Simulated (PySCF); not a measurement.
Excited-state calculation, with input and output: GaF2

System: GaF2, multiplicity 2.
Method: TDDFT (BLYP)/def2-TZVP, UKS, IEF-PCM solvent water (PySCF 2.14.0).

The geometry was optimised with CAM-B3LYP/cc-pVDZ.

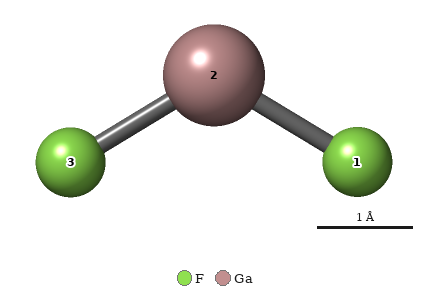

**Figure 1.** The structure as given in the input (ball-and-stick view, seen on its broad side; atoms are numbered from 1 in the order of the input). Sticks mark near contacts. Bond lengths as drawn: F–Ga 1.77 Å.

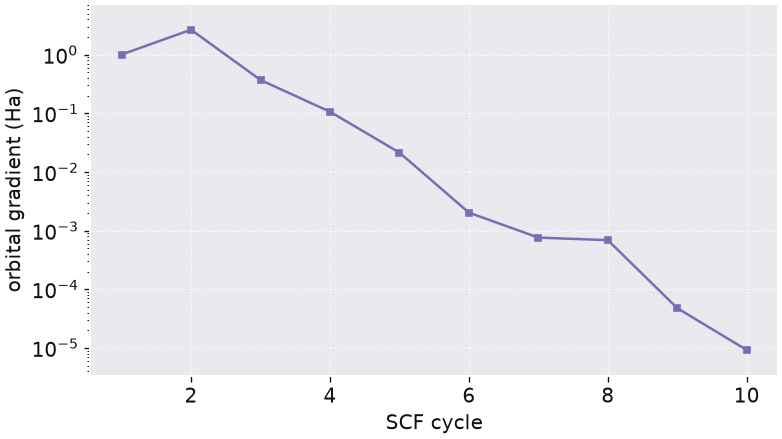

**Figure 2.** Convergence of the self-consistent field: orbital gradient against the SCF cycle. The residual comes down, with one marked jump up, by a factor of about 2.5, at step 2.

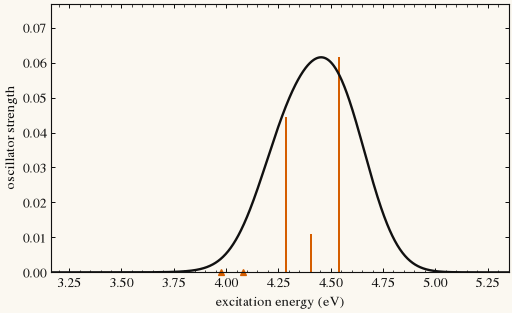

**Figure 3.** Computed excitations as sticks (degenerate states added up, dark ones marked on the axis), with a Gaussian envelope of 0.35 eV full width at half maximum, scaled to the tallest. Of the 5 states the lowest lies at 3.97 eV (f = 0.000); the strongest line is at 4.54 eV, or 273 nm (f = 0.062).

The input and output of the run follow.

Input file (input.py):
```python
from pyscf import gto, dft, tdscf, solvent

mol = gto.M(
    atom='geometry.xyz',
    max_memory=1860,
    verbose=4,
    spin=1,
    basis='def2-tzvp',
)

mf = dft.UKS(mol)
mf.xc = 'blyp'
mf = mf.density_fit()
mf = mf.PCM()
mf.with_solvent.method = 'IEF-PCM'
mf.with_solvent.eps = 78.3553  # water
mf.kernel()
if not mf.converged:
    mf = mf.newton().run(mf.mo_coeff, mf.mo_occ)

etot = mf.e_tot
print('Final energy', etot)

td = tdscf.TDDFT(mf)
td.nstates = 5
td.kernel()
td.analyze()
roots = td.e * 27.211386
osc = td.oscillator_strength()
print('state   eV      nm      f')
for i, (w, f) in enumerate(zip(roots, osc), 1):
    print('%3d %9.4f %8.1f %9.5f' % (i, w, 1239.842 / w, f))
```

File geometry.xyz:
```
3
F2Ga
F     -1.314475     0.511061    -0.666972
Ga     0.209248     0.541760     0.224780
F      1.000103    -1.004476     0.543842
```

Launched with:
```bash
OMP_NUM_THREADS=1 python input.py
```

The program's output:
```
PySCF version 2.14.0

[INPUT] num. atoms = 3
[INPUT] num. electrons = 49
[INPUT] charge = 0
[INPUT] spin (= nelec alpha-beta = 2S) = 1
[INPUT] symmetry False subgroup None
[INPUT] Mole.unit = angstrom
[INPUT] Symbol           X                Y                Z      unit          X                Y                Z       unit  Magmom
[INPUT]  1 F     -1.314475000000   0.511061000000  -0.666972000000 AA   -2.483997747588   0.965765322946  -1.260394412753 Bohr   0.0
[INPUT]  2 Ga     0.209248000000   0.541760000000   0.224780000000 AA    0.395421412113   1.023778025244   0.424772638280 Bohr   0.0
[INPUT]  3 F      1.000103000000  -1.004476000000   0.543842000000 AA    1.889920766356  -1.898184538699   1.027712435036 Bohr   0.0

nuclear repulsion = 181.416894401372
number of shells = 38
number of NR pGTOs = 192
number of NR cGTOs = 110
basis = def2-tzvp
ecp = {}

******** <class 'pyscf.solvent._attach_solvent.PCMDFUKS'> ********
method = PCMDFUKS
initial guess = minao
damping factor = 0
level_shift factor = 0
DIIS = <class 'pyscf.scf.diis.CDIIS'>
diis_start_cycle = 1
diis_space = 8
diis_damp = 0
SCF conv_tol = 1e-09
SCF conv_tol_grad = None
SCF max_cycles = 50
direct_scf = False
number electrons alpha = 25  beta = 24
XC library pyscf.dft.libxc version 7.0.0
    S. Lehtola, C. Steigemann, M. J.T. Oliveira, and M. A.L. Marques.,  SoftwareX 7, 1–5 (2018)
XC functionals = blyp
    A. D. Becke.,  Phys. Rev. A 38, 3098 (1988)
    C. Lee, W. Yang, and R. G. Parr.,  Phys. Rev. B 37, 785 (1988)
    B. Miehlich, A. Savin, H. Stoll, and H. Preuss.,  Chem. Phys. Lett. 157, 200 (1989)
radial grids:
    Treutler-Ahlrichs [JCP 102, 346 (1995); DOI:10.1063/1.469408] (M4) radial grids

becke partition: Becke, JCP 88, 2547 (1988); DOI:10.1063/1.454033
pruning grids: <function nwchem_prune>
grids dens level: 3
symmetrized grids: False
atomic radii adjust function: <function treutler_atomic_radii_adjust>
small_rho_cutoff = 0
******** <class 'pyscf.solvent.pcm.PCM'> (In testing) ********

WARN: PCM is an experimental feature. It is still in testing.
Features and APIs may be changed in the future.

lebedev_order = 29 (302 grids per sphere)
eps = 78.3553
frozen = False
Set gradient conv threshold to 3.16228e-05
tot grids = 49432
PCM E_diel = -0.000316064086043658
Solvent Energy = -0.000316064086043658
init E= -2124.28636594923
  alpha nocc = 25  HOMO = -0.190962441320913  LUMO = -0.0481848343650668
  beta  nocc = 24  HOMO = -0.436980875624536  LUMO = -0.190962441320892

WARN: HOMO -0.190962441320913 >= LUMO -0.190962441320892

PCM E_diel = -0.0301794609805971
Solvent Energy = -0.0301794609805971
cycle= 1 E= -2124.50839593415  delta_E= -0.222  |g|=    1  |ddm|= 1.22
  alpha nocc = 25  HOMO = -0.131933098905856  LUMO = -0.0274958620310173
  beta  nocc = 24  HOMO = -0.139385789482815  LUMO = -0.117907046406713
  HOMO = -0.131933098906  LUMO = -0.117907046407  gap/eV = 0.38167
PCM E_diel = -0.0547001354909286
Solvent Energy = -0.0547001354909286
cycle= 2 E= -2122.51395046166  delta_E= 1.99  |g|= 2.65  |ddm|= 1.76
  alpha nocc = 25  HOMO = -0.223322485848826  LUMO = -0.0487186972461656
  beta  nocc = 24  HOMO = -0.373898647579182  LUMO = -0.192992200877178
  HOMO = -0.223322485849  LUMO = -0.192992200877  gap/eV = 0.82533
PCM E_diel = -0.0190646538627704
Solvent Energy = -0.0190646538627704
cycle= 3 E= -2124.72427358728  delta_E= -2.21  |g|= 0.368  |ddm|= 1.43
  alpha nocc = 25  HOMO = -0.210692078975327  LUMO = -0.0407735747534943
  beta  nocc = 24  HOMO = -0.32203921371439  LUMO = -0.177453309255746
  HOMO = -0.210692078975  LUMO = -0.177453309256  gap/eV = 0.90447
PCM E_diel = -0.0121138925541683
Solvent Energy = -0.0121138925541683
cycle= 4 E= -2124.75666362824  delta_E= -0.0324  |g|= 0.106  |ddm|= 0.206
  alpha nocc = 25  HOMO = -0.218383664707488  LUMO = -0.0443008329466394
  beta  nocc = 24  HOMO = -0.325845550472297  LUMO = -0.182353812620931
  HOMO = -0.218383664707  LUMO = -0.182353812621  gap/eV = 0.98042
PCM E_diel = -0.0118864518376685
Solvent Energy = -0.0118864518376685
cycle= 5 E= -2124.75866540431  delta_E= -0.002  |g|= 0.0213  |ddm|= 0.0566
  alpha nocc = 25  HOMO = -0.216920658700587  LUMO = -0.0433612324086923
  beta  nocc = 24  HOMO = -0.327881014664284  LUMO = -0.180522433367869
  HOMO = -0.216920658701  LUMO = -0.180522433368  gap/eV = 0.99045
PCM E_diel = -0.0125302285191108
Solvent Energy = -0.0125302285191108
cycle= 6 E= -2124.75884907092  delta_E= -0.000184  |g|= 0.00202  |ddm|= 0.0192
  alpha nocc = 25  HOMO = -0.217307696744051  LUMO = -0.0435530796241608
  beta  nocc = 24  HOMO = -0.328296828292136  LUMO = -0.180751086568286
  HOMO = -0.217307696744  LUMO = -0.180751086568  gap/eV = 0.99476
PCM E_diel = -0.0125330114139859
Solvent Energy = -0.0125330114139859
cycle= 7 E= -2124.75885019397  delta_E= -1.12e-06  |g|= 0.000757  |ddm|= 0.00211
  alpha nocc = 25  HOMO = -0.217293424797703  LUMO = -0.0435379674980609
  beta  nocc = 24  HOMO = -0.328259683765541  LUMO = -0.180718421621158
  HOMO = -0.217293424798  LUMO = -0.180718421621  gap/eV = 0.99526
PCM E_diel = -0.0125318137602223
Solvent Energy = -0.0125318137602223
cycle= 8 E= -2124.75885022964  delta_E= -3.57e-08  |g|= 0.000686  |ddm|= 0.000634
  alpha nocc = 25  HOMO = -0.217277398265111  LUMO = -0.043525514014938
  beta  nocc = 24  HOMO = -0.328230807086032  LUMO = -0.1806926378665
  HOMO = -0.217277398265  LUMO = -0.180692637866  gap/eV = 0.99552
PCM E_diel = -0.012531192759973
Solvent Energy = -0.012531192759973
cycle= 9 E= -2124.75885037689  delta_E= -1.47e-07  |g|= 4.75e-05  |ddm|= 0.000333
  alpha nocc = 25  HOMO = -0.217272609941126  LUMO = -0.0435240859484125
  beta  nocc = 24  HOMO = -0.328225837401568  LUMO = -0.180686760241599
  HOMO = -0.217272609941  LUMO = -0.180686760242  gap/eV = 0.99555
PCM E_diel = -0.0125311809056616
Solvent Energy = -0.0125311809056616
cycle= 10 E= -2124.75885037764  delta_E= -7.45e-10  |g|= 9.18e-06  |ddm|= 4.43e-05
  alpha nocc = 25  HOMO = -0.217274731416062  LUMO = -0.043525075769594
  beta  nocc = 24  HOMO = -0.328223246490012  LUMO = -0.180688484445582
  HOMO = -0.217274731416  LUMO = -0.180688484446  gap/eV = 0.99556
PCM E_diel = -0.0125305433058116
Solvent Energy = -0.0125305433058116
Extra cycle  E= -2124.75885037763  delta_E= 5.91e-12  |g|= 1.33e-05  |ddm|= 2.28e-05
converged SCF energy = -2124.75885037763  <S^2> = 0.75103237  2S+1 = 2.0010321
Final energy -2124.758850377632

******** <class 'pyscf.solvent._attach_solvent.PCMCasidaTDDFT'> for <class 'pyscf.solvent._attach_solvent.PCMDFUKS'> ********
nstates = 5
deg_eia_thresh = 1.000e-03
wfnsym = None
conv_tol = 1e-05
eigh lindep = 1e-12
eigh level_shift = 0
eigh max_cycle = 100

Solvent model for TDDFT:
******** <class 'pyscf.solvent.pcm.PCM'> (In testing) ********

WARN: PCM is an experimental feature. It is still in testing.
Features and APIs may be changed in the future.

lebedev_order = 29 (302 grids per sphere)
eps = 1.78
frozen = False
TDDFT non-equilibrium solvation with eps=1.78
Excitation energies (eV)
[3.97476307 4.08003657 4.28856769 4.40426423 4.53992448]

** Excitation energies and oscillator strengths **
      24b ->   25b      0.99961
      23b ->   25b     -0.99955
      25a ->   26a     -0.82661
      21b ->   25b      0.55916
      22b ->   25b      0.99320
      25a ->   26a     -0.55660
      21b ->   25b     -0.82786

** Transition electric dipole moments (AU) **
state          X           Y           Z        Dip. S.      Osc.
  1        -0.0517      0.0339     -0.0270      0.0046      0.0004
  2        -0.0001     -0.0000      0.0001      0.0000      0.0000
  3         0.3262      0.0514     -0.5592      0.4218      0.0443
  4         0.1279      0.2754      0.1002      0.1023      0.0110
  5         0.3735      0.0589     -0.6403      0.5530      0.0615

** Transition velocity dipole moments (imaginary part, AU) **
state          X           Y           Z        Dip. S.      Osc.
  1        -0.0084      0.0055     -0.0044      0.0001      0.0005
  2        -0.0000     -0.0000      0.0000      0.0000      0.0000
  3         0.0533      0.0084     -0.0914      0.0113      0.0477
  4         0.0203      0.0436      0.0159      0.0026      0.0106
  5         0.0631      0.0100     -0.1083      0.0158      0.0632

** Transition magnetic dipole moments (imaginary part, AU) **
state          X           Y           Z
  1         0.0774      0.0122     -0.1327
  2         0.0002      0.0008      0.0002
  3         0.3846     -0.2518      0.2012
  4        -0.0001      0.0001     -0.0000
  5         0.3577     -0.2342      0.1871
state   eV      nm      f
  1    3.9748    311.9   0.00044
  2    4.0800    303.9   0.00000
  3    4.2886    289.1   0.04431
  4    4.4043    281.5   0.01103
  5    4.5399    273.1   0.06151
```

Results in brief:

```tsv
quantity	value
outcome	converged
total energy	−2124.758850 hartree
solvation energy	−0.012531 hartree
basis functions	110
⟨S²⟩	0.751
dipole moment	2.90 D
lowest excitation	3.97 eV
hardware	1 thread of Arm Neoverse V1, 24 GiB of memory available, shared host
wall time	97 s
peak memory	0.47 GiB
```

Remarks:

The record of the run, not the program, notes: logged alpha LUMO and gap are faulty.
